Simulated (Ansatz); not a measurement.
## Response to strain in SrTiO3

Base system: SrTiO₃ in the cubic perovskite structure (space group Pm-3m, No. 221; a = 3.8911 Å). Axes: x, y, z lie along the cube axes.

Strains are applied to the cell and any free atomic positions relax; under biaxial strain the out-of-plane vector relaxes too.

Calculations: PBEsol (Ansatz, a first-principles code; PAW; 420 eV plane waves; spin-orbit coupling left out).

Notes on the quantities. energy relative to the base: free energy F.

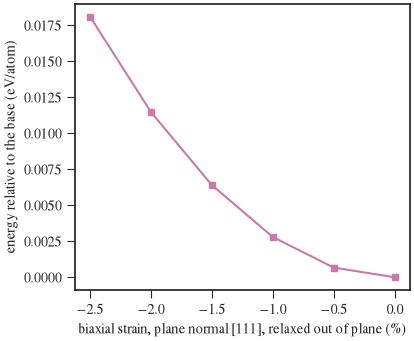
*Energy relative to the base against biaxial strain, plane normal [111], relaxed out of plane*

From the plot, what is the energy relative to the base for biaxial strain −1.00 %, plane normal [111], relaxed out of plane?

About 0.003 eV/atom.

Is the trend monotonic over the range shown?

Yes, it falls throughout, spanning 0 meV/atom to +18 meV/atom.

Whether these cells are dynamically stable was not tested. All final runs are without spin polarisation. Many cubic perovskites are stable only at high temperature; tilts and polar distortions were not tested.
